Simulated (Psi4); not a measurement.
**CH2ClF (chlorofluoromethane): MP3/aug-cc-pVDZ**

What is the vertical ionisation energy of CH2ClF (chlorofluoromethane) at MP3/aug-cc-pVDZ? 

The results are computed with Psi4 1.11.

## (1) The structure to begin with

The species is CH2ClF (5 atoms), meant as a singlet with charge 0. As SMILES, `FCCl`. Geometry: relaxed at PBE0-D4/def2-TZVP.

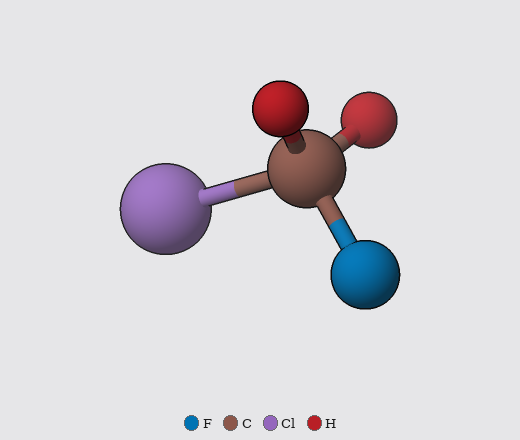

Viewed from a chosen angle; fluorine blue, carbon brown, chlorine purple, hydrogen red.

## (2) The energy at MP3/aug-cc-pVDZ

File calc.inp:

```
memory 2200 mb

molecule m {
  0 1
  F     -0.970450     0.560520     0.766500
  C      0.083560     0.089320     0.058070
  Cl    -0.422970    -1.232890    -0.998060
  H      0.832130    -0.302600     0.745580
  H      0.477720     0.885670    -0.572080
  symmetry c1
  no_reorient
  no_com
}

set puream true
set e_convergence 1e-09
set d_convergence 1e-08
set scf_type pk
set num_frozen_docc 7
set mp_type conv

E, wfn = energy("mp3/aug-cc-pVDZ", return_wfn=True)
print_variables()
```

On the command line:

```
$ psi4 calc.inp calc.out -n 1
```

calc.out:

```text
[...]
  Running in c1 symmetry.
[...]
  Nuclear repulsion =  101.669889195457586
[...]
  Multiplicity = 1
[...]
  Nalpha       = 17
  Nbeta        = 17
[...]
    Number of basis functions: 91
[...]
   @RHF iter   1:  -597.94702593836962   -3.98115e-01   2.84385e-03 DIIS/ADIIS
[...]
   @RHF iter  11:  -597.98286641701679   -5.00222e-12   5.77186e-09 DIIS
[...]
    Orbital Energies [Eh]
    ---------------------
    Doubly Occupied:
       1A   -104.843967     2A    -26.330820     3A    -11.396791
       4A    -10.571115     5A     -8.038805     6A     -8.035455
       7A     -8.035304     8A     -1.643682     9A     -1.151163
      10A     -0.935109    11A     -0.752020    12A     -0.737357
      13A     -0.702186    14A     -0.588351    15A     -0.545056
      16A     -0.471160    17A     -0.454535
[...]
  @RHF Final Energy:  -597.98286641701679
   => Energetics <=
    Nuclear Repulsion Energy =            101.6698891954575856
    One-Electron Energy =               -1028.8397627882959569
    Two-Electron Energy =                 329.1870071758215204
    Total Energy =                       -597.9828664170167940
[...]
 Multipole Moments:
 ------------------------------------------------------------------------------------
     Multipole            Electronic (a.u.)      Nuclear  (a.u.)        Total (a.u.)
 ------------------------------------------------------------------------------------
 L = 1.  Multiply by 2.5417464519 to convert [e a0] to [Debye]
 Dipole X            :         27.4222846          -26.6703284            0.7519561
 Dipole Y            :         28.2419540          -27.9593673            0.2825867
 Dipole Z            :         18.0930411          -18.0404594            0.0525816
 Magnitude           :                                                    0.8050205
[...]
	SCS-MP2 Total Energy (a.u.)        :  -598.46756039283355
	SOS-MP2 Total Energy (a.u.)        :  -598.46107858277139
[...]
	SOS-PI-MP2 Total Energy (a.u.)     :  -598.49786413398328
[...]
	MP2 Total Energy (a.u.)            :  -598.48052401295809
[...]
	SCS-MP3 Total Energy (a.u.)        :  -598.47282220941941
[...]
	MP3 Total Energy (a.u.)            :  -598.50157127930163
[...]
```

It took 8.1 s on 1 thread of Intel Xeon 6975P-C (Granite Rapids), shared host; peak memory 0.66 GiB.

## (3) The doublet cation, same level

File input.dat:

```
memory 2200 mb

molecule system {
  1 2
  F     -1.83388472     1.05922929     1.44847507
  C      0.15790551     0.16879034     0.10973640
  Cl    -0.79929746    -2.32982444    -1.88606006
  H      1.57249780    -0.57183113     1.40894200
  H      0.90275996     1.67367374    -1.08107452
  units bohr
  symmetry c1
}

set {
  basis aug-cc-pVDZ
  reference uhf
  puream true
  e_convergence 1e-09
  d_convergence 1e-08
  scf_type pk
  num_frozen_docc 7
  maxiter 100
  mp_type conv
}

energy("mp3")
```

On the command line:

```
$ psi4 -n 1 input.dat output.dat
```

output.dat:

```text
[...]
  Running in c1 symmetry.
[...]
  Nuclear repulsion =  101.669889247299878
[...]
  Multiplicity = 2
[...]
  Nalpha       = 17
  Nbeta        = 16
[...]
    Number of basis functions: 91
[...]
   @UHF iter   1:  -597.48336047579392    6.55508e-02   3.80671e-03 ADIIS/DIIS
[...]
   @UHF iter  15:  -597.58310849853171   -1.12550e-11   7.45377e-09 DIIS
[...]
   @S^2 Observed:                7.598450265E-01
[...]
    Orbital Energies [Eh]
    ---------------------
    Alpha Occupied:
       1A   -105.255760     2A    -26.561892     3A    -11.660037
       4A    -10.977739     5A     -8.462850     6A     -8.439915
       7A     -8.436389     8A     -1.871743     9A     -1.533288
      10A     -1.212966    11A     -1.008845    12A     -0.976796
      13A     -0.965315    14A     -0.905797    15A     -0.833709
      16A     -0.823530    17A     -0.800384
    Alpha Virtual:
      18A     -0.119109    19A     -0.108033    20A     -0.082173
      21A     -0.064857    22A     -0.053631    23A     -0.020989
      24A     -0.019240    25A     -0.015844    26A      0.009542
[...]
  @UHF Final Energy:  -597.58310849853171
   => Energetics <=
    Nuclear Repulsion Energy =            101.6698892472998779
    One-Electron Energy =               -1018.2268261955581465
    Two-Electron Energy =                 318.9738284497265681
    Total Energy =                       -597.5831084985316011
  UHF NO Occupations:
  HONO-2 :   15  A 1.9994565
  HONO-1 :   16  A 1.9963089
[...]
 Multipole Moments:
 ------------------------------------------------------------------------------------
     Multipole            Electronic (a.u.)      Nuclear  (a.u.)        Total (a.u.)
 ------------------------------------------------------------------------------------
 L = 1.  Multiply by 2.5417464519 to convert [e a0] to [Debye]
 Dipole X            :         -1.4888328            2.5379658            1.0491330
 Dipole Y            :         -1.6251882            1.1537883           -0.4713999
 Dipole Z            :         -1.0651495            0.3578521           -0.7072974
 Magnitude           :                                                    1.3502472
[...]
	SCS-MP2 Total Energy (a.u.)        :  -598.03495132300338
	SOS-MP2 Total Energy (a.u.)        :  -598.02954486722354
[...]
	SOS-PI-MP2 Total Energy (a.u.)     :  -598.06388612635374
[...]
	MP2 Total Energy (a.u.)            :  -598.04576423456297
[...]
	SCS-MP3 Total Energy (a.u.)        :  -598.04091510117314
[...]
	MP3 Total Energy (a.u.)            :  -598.06961934724211
[...]
```

Run time: 15 s. Hardware: 1 thread of Intel Xeon 6975P-C (Granite Rapids), shared host; peak memory 0.71 GiB.

## (4) Outcome

At MP3/aug-cc-pVDZ, 7 core orbitals frozen:

| quantity | value |
| --- | --- |
| singlet CH2ClF: total energy | -598.50157 Eh |
| singlet CH2ClF: HOMO energy (Hartree–Fock orbitals) | -12.37 eV |
| singlet CH2ClF: LUMO energy (Hartree–Fock orbitals) | 0.94 eV |
| singlet CH2ClF: HOMO–LUMO gap (Hartree–Fock orbitals) | 13.30 eV |
| singlet CH2ClF: correlation energy (7 core orbitals frozen) | -518.7 mEh |
| doublet cation: total energy | -598.06962 Eh |
| doublet cation: HOMO energy (Hartree–Fock orbitals) (highest over α and β) | -21.73 eV |
| doublet cation: LUMO energy (Hartree–Fock orbitals) (lowest over α and β) | -9.47 eV |
| doublet cation: correlation energy (7 core orbitals frozen) | -486.5 mEh |
| doublet cation: ⟨S²⟩ of the reference determinant | 0.760 |
| vertical ionisation energy (to the doublet cation) | 11.754 eV |

**Reading.** The vertical ionisation energy comes to 11.75 eV (271 kcal/mol).
